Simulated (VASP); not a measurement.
# A VASP study of Y (SCAN): structure first, properties next, part 5 of 5

Aim: relax Y, then compute properties on the relaxed cell. The start is a cell from a database of measured crystal structures.

VASP 6.6.1; SCAN; plane waves and PAW (Y_sv).

Still holding for the runs below: The k-mesh is coarse for a metal.

So far. Step 13 (Volume scan with SCAN, volume scale 1.06): The pressure falls from -1.54 to -2.24 GPa. The parabola predicted -2.18 GPa, +0.05 GPa off. Step 15 (Fit for SCAN): The fitted volume lies +0.40 % from the relaxed one. At a finite cutoff and mesh the minimum of the energy and the zero of the stress don't quite coincide, and the relaxation stops at a threshold. The relaxed cell has a = 3.677, c = 5.655 Å (conventional setting).

## (16) Independent-particle dielectric function (SCAN)

This step: SCAN; plane waves and PAW (Y_sv) (VASP 6.6.1).

LOPTICS sums transitions from filled to empty bands. The mesh is finer than in the run before. NBANDS is raised for it.

INCAR

```
SYSTEM = Y
PREC = Accurate
ENCUT = 400
EDIFF = 1E-06
NELM = 100
ISMEAR = 1
SIGMA = 0.2
LREAL = .FALSE.
ALGO = Normal
METAGGA = SCAN
LASPH = .TRUE.
NBANDS = 27
LORBIT = 11
LWAVE = .FALSE.
LCHARG = .FALSE.
KPAR = 2
LOPTICS = .TRUE.
NEDOS = 1500
CSHIFT = 0.1
```

POSCAR

```
Y
1.0
    3.6770194897      0.0000000000      0.0000000000
   -1.8385097448      3.1843922883      0.0000000000
    0.0000000000      0.0000000000      5.6552196470
Y
2
Direct
    0.3333333333      0.6666666667      0.2500000000
    0.6666666667      0.3333333333      0.7500000000
```

KPOINTS

```
Automatic mesh
0
Gamma
10 10 6
0 0 0
```

The projector-augmented-wave data sets are Y_sv (PBE family, release 64).

Run with:

```console
> mpirun -np 2 vasp_std
```

Output:

```text
[... set-up lines as in an earlier step ...]
 entering main loop
       N       E                     dE             d eps       ncg     rms          rms(c)
DAV:   1     0.475352127944E+02    0.47535E+02   -0.91208E+03  3080   0.661E+02
DAV:   2    -0.532057748957E+02   -0.10074E+03   -0.96934E+02  3953   0.189E+02
DAV:   3    -0.626968889654E+02   -0.94911E+01   -0.91114E+01  5373   0.332E+01
DAV:   4    -0.629748077733E+02   -0.27792E+00   -0.27695E+00  3386   0.582E+00
DAV:   5    -0.629775244501E+02   -0.27167E-02   -0.27164E-02  3680   0.583E-01    0.322E+01
DAV:   6    -0.559093669522E+02    0.70682E+01   -0.80743E+00  4311   0.867E+00    0.225E+01
DAV:   7    -0.556280666152E+02    0.28130E+00   -0.65219E-01  4112   0.446E+00    0.743E+00
DAV:   8    -0.556537509219E+02   -0.25684E-01   -0.17692E-01  3688   0.219E+00    0.129E+00
DAV:   9    -0.556499325640E+02    0.38184E-02   -0.24502E-02  3270   0.101E+00    0.556E-01
DAV:  10    -0.556486005678E+02    0.13320E-02   -0.19605E-03  3531   0.274E-01    0.331E-01
DAV:  11    -0.556482909977E+02    0.30957E-03   -0.13815E-04  3710   0.627E-02    0.198E-01
DAV:  12    -0.556480783218E+02    0.21268E-03   -0.90438E-05  3111   0.547E-02    0.153E-02
DAV:  13    -0.556481132296E+02   -0.34908E-04   -0.42718E-06  3806   0.108E-02    0.131E-02
DAV:  14    -0.556481533364E+02   -0.40107E-04   -0.81208E-07  2709   0.601E-03    0.336E-03
DAV:  15    -0.556481556240E+02   -0.22876E-05   -0.97517E-08  1668   0.150E-03    0.668E-04
DAV:  16    -0.556481554043E+02    0.21973E-06   -0.33680E-08  1638   0.106E-03
   1 F= -.55648155E+02 E0= -.55648706E+02  d E =0.165279E-02
 optical routines
 imaginary and real dielectric function
 direction            1
 direction            2
 direction            3
```

The job ended after 61 s (2 MPI ranks of Intel Xeon 6975P-C (Granite Rapids), shared host; peak memory 0.52 GiB; 1.8 min of CPU time).

From OUTCAR (step 16):

```text
   k-points           NKPTS =     56   k-points in BZ     NKDIM =     56   number of bands    NBANDS=     27

   NELECT =      22.0000    total number of electrons

 E-fermi :   2.9663

 k-point     1 :       0.0000    0.0000    0.0000
  band No.  band energies     occupation
    ...
      6     -20.3151      2.00000
      7     -20.3150      2.00000
      8     -20.2750      2.00000
      9      -1.9039      2.00000
     10       1.1151      2.00000
     11       3.8622     -0.00000
     12       4.9046     -0.00000
     13       4.9048     -0.00000
     14       5.3602     -0.00000
     15       5.5842     -0.00000
    ...

  Total       -0.0254909     -0.0254909      0.0038171     -0.0000000      0.0000000      0.0000000
  in kB       -0.6167699     -0.6167699      0.0923566     -0.0000000      0.0000000      0.0000000
  external PRESSURE =      -0.3803944 kB  Pullay stress =       0.0000000 kB

  FREE ENERGIE OF THE ION-ELECTRON SYSTEM (eV)
  ---------------------------------------------------
  free  energy   TOTEN  =       -55.6481554043 eV

  energy  without entropy=      -55.6498081972  energy(sigma->0) =      -55.64870634

 plasma frequency squared (from intraband transitions) (eV^2)
  --------------------------------------------------------------------------------------
       9.731       0.000       0.000
       0.000       9.731       0.000
       0.000       0.000      20.919

[... 9 parts as in an earlier step ...]

[... 8 further parts left out ...]
```

The imaginary part turns negative at the lowest energies, an artefact of Methfessel-Paxton occupations outside 0 and 1. These are independent-particle spectra without excitons or local fields, and fine structure depends on the mesh and on CSHIFT. The intraband (Drude) part is not in this spectrum.

This step gave:

- SCF cycles: 16
- bands: 27
- irreducible k-points: 56
- free energy (TOTEN): -55.6482 eV
- energy at zero smearing: -55.6487 eV
- Fermi energy: 2.966 eV
- pressure: -0.03804 GPa

The imaginary dielectric function has structure finer than the step of the table below, so its rows give means over 2 eV, whole bins alone (the curve runs from 0 to 25.0 eV). Peaks (eV: height): xx 0.2: 39.0, 1.4: 24.5; zz 0.4: 12.4, 1.8: 25.1, 2.4: 22.4.

The imaginary dielectric function by photon energy; means over each step:

| photon energy (eV) | xx | zz |
| --- | --- | --- |
| 2 | 17.1 | 17.9 |
| 4 | 4.73 | 4.84 |
| 6 | 3.37 | 2.22 |
| 8 | 2.91 | 2.49 |
| 10 | 0.780 | 0.768 |
| 12 | 0.351 | 0.337 |
| 14 | 0.179 | 0.186 |
| 16 | 0.0473 | 0.0667 |
| 18 | 0.0172 | 0.0165 |
| 20 | 0.0157 | 0.0155 |
| 22 | 0.0406 | 0.0404 |

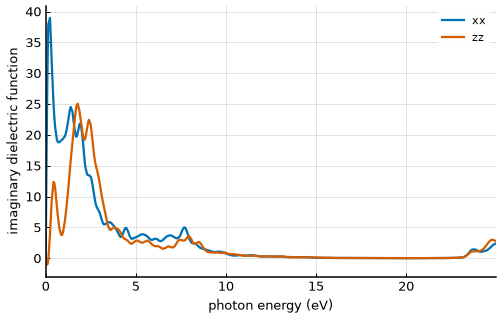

Imaginary dielectric function, plotted against photon energy.

The real dielectric function by photon energy:

```csv
photon energy (eV),xx,zz
0,82.9,22.5
2,-1.10,5.27
4,-1.61,-2.95
6,0.166,-0.729
8,-2.31,-0.685
10,-0.876,-0.474
12,0.0345,0.203
14,0.472,0.541
16,0.761,0.775
18,1.03,1.06
20,1.30,1.32
22,1.72,1.75
24,2.00,2.57
```

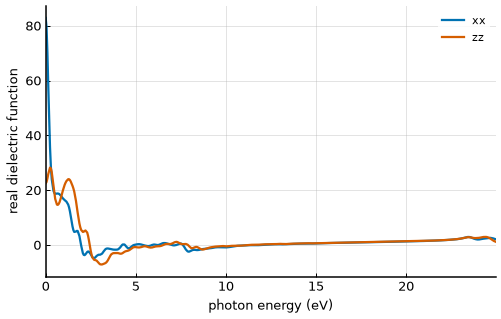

Real dielectric function against photon energy.

## (17) Results

```
relaxed volume                            : 33.11 Å³/atom
relaxed conventional cell a, b, c         : 3.677, 3.677, 5.655 Å; angles 90.0, 90.0, 120.0°
space group after relaxing, within 0.02 Å : P6_3/mmc (No. 194)
band gap                                  : none, a metal
DOS at the Fermi level                    : 3.93 states/eV/cell
bulk modulus from the fit                 : 42.0 GPa
volume from the fit                       : 33.2 Å³/atom
```

In words: With SCAN, Y relaxes to 33.11 Å³/atom in space group P6_3/mmc (held by the symmetry of the run), comes out as a metal and has a bulk modulus of 42.0 GPa. Against the listed cell the volume lies +0.3 % (a +0.8 %, c -1.3 %). Bands along the symmetry lines (SCAN): Of the bands kept, 2 cross the Fermi level on this path. Spin-orbit coupling is left out; it would split some degenerate bands. The k-sampling is coarse for a metal, so the Fermi level, pressures and the shape of the cell carry errors. No search among competing phases was made. All values are for a static lattice at zero temperature.

[Lines on the potential files, build, host, timing and source positions are cut from VASP's logs without a mark.]

[Logs are printed without paths, hosts, clocks, repeated set-up lines and the standing remarks that a program may print on its own settings, such as how far it seeks lower states.]

[Hosts, paths, dates, database ids (printed as entryN), source tags and the programs' standing remarks are cut or masked in the printed files.]

[A measured line is paired with the nearest computed mode of its activity, which favours agreement.]
